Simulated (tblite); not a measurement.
## Geometry relaxation of C4H11NSi

- system: C4H11NSi
- method: GFN2-xTB geometry optimisation, gas phase (tblite 0.8.0)

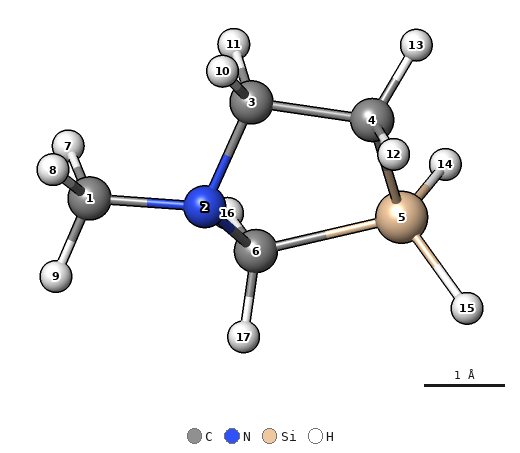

The input geometry (ball-and-stick view, seen at a tilt; atoms are numbered from 1 in the order of the input). Bond lengths as drawn: C–C 1.54 Å, C–H 1.08 to 1.10 Å, C–N 1.47 to 1.48 Å, C–Si 1.88 to 1.91 Å and H–Si 1.49 to 1.50 Å.

### Results in brief

| quantity | value |
| --- | --- |
| outcome | converged |
| total energy | −511.8984 eV |
| hardware | 1 CPU thread, shared host |
| peak memory | 0.18 GiB |

### Input file
```
{"job": {"xc": "GFN2-xTB", "basis": "xTB", "kind": "relax"}, "charge": 0, "multiplicity": 1}
C      2.052900    -0.094300    -0.679900
N      0.803300     0.260000     0.005100
C      0.216200    -0.923900     0.677200
C     -1.108400    -0.444600     1.310400
Si    -1.821900     0.760400     0.052100
C     -0.181400     0.860200    -0.913500
H      1.884100    -0.834300    -1.469200
H      2.787200    -0.484700     0.031700
H      2.495000     0.796400    -1.133400
H      0.867800    -1.326100     1.449900
H      0.009500    -1.722800    -0.055200
H     -0.914000     0.076800     2.257400
H     -1.787500    -1.288500     1.525100
H     -2.890500     0.134900    -0.775700
H     -2.231900     2.056400     0.675000
H     -0.273800     0.285900    -1.826100
H      0.086500     1.900300    -1.140800
```

The first line tells a small driver script what to run in tblite; the rest is the geometry in Å.

Command:
```bash
OMP_NUM_THREADS=1 python <driver script> task.json out
```

### Log
```
step      E/eV     max force
  0    -511.77337    1.157
  1    -511.82593    0.441
  2    -511.84664    0.381
  3    -511.86233    0.269
  4    -511.87282    0.266
  5    -511.88010    0.202
  6    -511.88547    0.209
  7    -511.88996    0.184
  8    -511.89218    0.092
  9    -511.89294    0.055
 10    -511.89328    0.045
 11    -511.89360    0.051
 12    -511.89391    0.049
 13    -511.89414    0.036
 14    -511.89426    0.024
 15    -511.89433    0.021
 16    -511.89439    0.026
 17    -511.89448    0.027
 18    -511.89460    0.036
 19    -511.89474    0.030
 20    -511.89487    0.029
 21    -511.89498    0.032
 22    -511.89508    0.023
 23    -511.89519    0.023
 24    -511.89530    0.030
 25    -511.89540    0.035
 26    -511.89552    0.035
 27    -511.89568    0.034
 28    -511.89592    0.043
 29    -511.89620    0.046
 30    -511.89645    0.036
 31    -511.89662    0.028
 32    -511.89676    0.038
 33    -511.89690    0.035
 34    -511.89703    0.027
 35    -511.89711    0.019
 36    -511.89716    0.023
 37    -511.89722    0.029
 38    -511.89730    0.030
 39    -511.89739    0.025
 40    -511.89748    0.017
 41    -511.89753    0.017
 42    -511.89758    0.016
 43    -511.89763    0.019
 44    -511.89767    0.015
 45    -511.89771    0.013
 46    -511.89773    0.014
 47    -511.89777    0.016
 48    -511.89780    0.017
 49    -511.89783    0.011
 50    -511.89785    0.012
 51    -511.89787    0.010
 52    -511.89788    0.011
 53    -511.89790    0.011
 54    -511.89792    0.011
 55    -511.89794    0.016
 56    -511.89798    0.020
 57    -511.89804    0.028
 58    -511.89813    0.027
 59    -511.89820    0.018
 60    -511.89824    0.017
 61    -511.89827    0.014
 62    -511.89830    0.017
 63    -511.89832    0.013
 64    -511.89833    0.006
 65    -511.89834    0.005
 66    -511.89834    0.005
 67    -511.89835    0.006
 68    -511.89835    0.004
 69    -511.89835    0.003
 70    -511.89835    0.003
 71    -511.89836    0.003
 72    -511.89836    0.004
 73    -511.89836    0.002
```

### Trajectory as extended XYZ (Å, eV, eV/Å), 6 of the 12 frames kept, from step=0 to step=73
```
17
Properties=species:S:1:pos:R:3:forces:R:3 step=0 energy=-511.77337
C     2.0529   -0.0943   -0.6799   -0.3110   0.3830   0.3040
N     0.8033    0.2600    0.0051    0.4200  -0.5910  -0.1030
C     0.2162   -0.9239    0.6772   -0.6520   0.9200  -0.2570
C    -1.1084   -0.4446    1.3104   -0.0550  -0.5150   0.3300
Si   -1.8219    0.7604    0.0521   -0.4780   0.4920  -0.1300
C    -0.1814    0.8602   -0.9135    0.0280   0.0490   0.9290
H     1.8841   -0.8343   -1.4692    0.0320  -0.1490  -0.0960
H     2.7872   -0.4847    0.0317   -0.2710  -0.0230  -0.0030
H     2.4950    0.7964   -1.1334   -0.1880   0.0020   0.0350
H     0.8678   -1.3261    1.4499    0.3110   0.1700  -0.1130
H     0.0095   -1.7228   -0.0552    0.0050   0.0000   0.0290
H    -0.9140    0.0768    2.2574    0.0520  -0.2770  -0.2240
H    -1.7875   -1.2885    1.5251    0.4410   0.2760   0.0050
H    -2.8905    0.1349   -0.7757    0.1910   0.2440   0.2080
H    -2.2319    2.0564    0.6750    0.0760  -0.4640  -0.2900
H    -0.2738    0.2859   -1.8261    0.1640  -0.1110  -0.5680
H     0.0865    1.9003   -1.1408    0.2350  -0.4050  -0.0550
17
Properties=species:S:1:pos:R:3:forces:R:3 step=13 energy=-511.89414
C     2.0248   -0.0894   -0.6699   -0.0030   0.0080   0.0070
N     0.7908    0.2406    0.0004    0.0030   0.0210   0.0080
C     0.1971   -0.9023    0.6695    0.0100   0.0020  -0.0180
C    -1.1100   -0.4534    1.3207    0.0210  -0.0240   0.0100
Si   -1.8291    0.7688    0.0525    0.0210   0.0010  -0.0080
C    -0.1785    0.8477   -0.9008   -0.0090  -0.0110  -0.0010
H     1.8831   -0.8386   -1.4684    0.0160  -0.0010  -0.0050
H     2.7376   -0.4848    0.0536    0.0020   0.0020   0.0050
H     2.4425    0.8134   -1.1144    0.0030   0.0030   0.0060
H     0.9098   -1.2794    1.4089   -0.0080   0.0060   0.0010
H    -0.0082   -1.7193   -0.0476   -0.0080  -0.0190  -0.0070
H    -0.8950    0.0445    2.2649    0.0060   0.0080   0.0030
H    -1.7399   -1.3116    1.5431   -0.0130  -0.0040   0.0010
H    -2.9004    0.1862   -0.7635   -0.0170   0.0110  -0.0040
H    -2.2493    2.0406    0.6372    0.0010   0.0210  -0.0010
H    -0.2418    0.2913   -1.8530   -0.0080   0.0080   0.0020
H     0.1594    1.8576   -1.1433   -0.0160  -0.0320   0.0020
17
Properties=species:S:1:pos:R:3:forces:R:3 step=26 energy=-511.89552
C     2.0291   -0.0824   -0.6636    0.0110   0.0090   0.0000
N     0.7859    0.2351   -0.0052   -0.0080  -0.0140  -0.0030
C     0.1960   -0.9097    0.6626   -0.0080  -0.0180   0.0090
C    -1.1081   -0.4584    1.3191   -0.0100   0.0090   0.0000
Si   -1.8299    0.7712    0.0553   -0.0040  -0.0150   0.0220
C    -0.1860    0.8344   -0.9079   -0.0040  -0.0040  -0.0050
H     1.9096   -0.8295   -1.4684   -0.0120   0.0120   0.0150
H     2.7374   -0.4726    0.0673   -0.0010  -0.0030   0.0070
H     2.4437    0.8268   -1.0971    0.0070   0.0150  -0.0110
H     0.9090   -1.2854    1.4021    0.0050   0.0010   0.0040
H    -0.0098   -1.7298   -0.0514   -0.0100   0.0070  -0.0130
H    -0.8834    0.0397    2.2614   -0.0100   0.0090  -0.0020
H    -1.7417   -1.3126    1.5480    0.0010   0.0010  -0.0140
H    -2.9210    0.2133   -0.7533    0.0070  -0.0040   0.0110
H    -2.2294    2.0551    0.6313    0.0110  -0.0040   0.0130
H    -0.2555    0.2728   -1.8560    0.0090   0.0080  -0.0020
H     0.1471    1.8438   -1.1541    0.0130  -0.0100  -0.0310
17
Properties=species:S:1:pos:R:3:forces:R:3 step=46 energy=-511.89773
C     2.0358   -0.0568   -0.6445    0.0070   0.0000  -0.0030
N     0.7740    0.2343   -0.0103    0.0000  -0.0020  -0.0100
C     0.1895   -0.9174    0.6508    0.0010   0.0030  -0.0030
C    -1.1103   -0.4646    1.3152   -0.0010  -0.0040  -0.0010
Si   -1.8229    0.7834    0.0657    0.0040   0.0040  -0.0050
C    -0.1975    0.8040   -0.9315   -0.0050   0.0010  -0.0010
H     1.9459   -0.7998   -1.4556   -0.0110  -0.0080  -0.0030
H     2.7348   -0.4400    0.0987    0.0090   0.0020   0.0070
H     2.4429    0.8625   -1.0645    0.0040   0.0070  -0.0020
H     0.9057   -1.3019    1.3825   -0.0030   0.0060   0.0030
H    -0.0239   -1.7281   -0.0717    0.0030  -0.0020   0.0010
H    -0.8811    0.0198    2.2633   -0.0110   0.0020   0.0000
H    -1.7522   -1.3155    1.5315    0.0030  -0.0090   0.0000
H    -2.9469    0.2545   -0.7156   -0.0010   0.0040   0.0020
H    -2.1639    2.0765    0.6581    0.0010   0.0020   0.0010
H    -0.2776    0.2029   -1.8549   -0.0060   0.0000   0.0060
H     0.1406    1.7983   -1.2270    0.0030  -0.0050   0.0060
17
Properties=species:S:1:pos:R:3:forces:R:3 step=59 energy=-511.89820
C     2.0365   -0.0539   -0.6451   -0.0010  -0.0010  -0.0030
N     0.7743    0.2385   -0.0102    0.0060   0.0000  -0.0090
C     0.1941   -0.9129    0.6555    0.0140   0.0040  -0.0060
C    -1.1163   -0.4728    1.3086    0.0080  -0.0010  -0.0020
Si   -1.8212    0.7901    0.0691    0.0000   0.0100  -0.0100
C    -0.1996    0.7990   -0.9347   -0.0020  -0.0020   0.0030
H     1.9445   -0.8052   -1.4488   -0.0020   0.0030  -0.0010
H     2.7411   -0.4284    0.0978   -0.0140   0.0060   0.0070
H     2.4400    0.8629   -1.0750   -0.0080  -0.0040   0.0010
H     0.9101   -1.2843    1.3937   -0.0030  -0.0030   0.0170
H    -0.0037   -1.7310   -0.0629   -0.0070  -0.0020  -0.0030
H    -0.9045    0.0004    2.2662    0.0020   0.0000   0.0050
H    -1.7558   -1.3303    1.5057   -0.0010  -0.0010  -0.0040
H    -2.9579    0.2825   -0.7089    0.0110   0.0040   0.0050
H    -2.1440    2.0838    0.6727    0.0080  -0.0130  -0.0050
H    -0.2854    0.1855   -1.8493   -0.0020   0.0020  -0.0020
H     0.1408    1.7881   -1.2442   -0.0080  -0.0030   0.0070
17
Properties=species:S:1:pos:R:3:forces:R:3 step=73 energy=-511.89836
C     2.0362   -0.0515   -0.6448    0.0000   0.0000   0.0010
N     0.7727    0.2384   -0.0126   -0.0010   0.0000   0.0000
C     0.1960   -0.9127    0.6564   -0.0010   0.0000   0.0000
C    -1.1173   -0.4758    1.3060    0.0010  -0.0010   0.0010
Si   -1.8193    0.7927    0.0703    0.0020  -0.0010   0.0000
C    -0.2020    0.7944   -0.9384    0.0000   0.0010   0.0000
H     1.9483   -0.8057   -1.4459    0.0010  -0.0010   0.0000
H     2.7392   -0.4200    0.1024    0.0010   0.0000   0.0010
H     2.4365    0.8653   -1.0771    0.0000   0.0000  -0.0010
H     0.9106   -1.2788    1.3991    0.0000   0.0000  -0.0010
H     0.0018   -1.7342   -0.0593    0.0000   0.0010   0.0000
H    -0.9104   -0.0085    2.2676    0.0000   0.0000   0.0000
H    -1.7575   -1.3348    1.4947   -0.0010   0.0010   0.0000
H    -2.9616    0.2950   -0.7042    0.0000   0.0000   0.0010
H    -2.1277    2.0871    0.6781    0.0000  -0.0010  -0.0010
H    -0.2895    0.1781   -1.8510    0.0000   0.0000   0.0010
H     0.1371    1.7827   -1.2513    0.0000   0.0010   0.0000
```
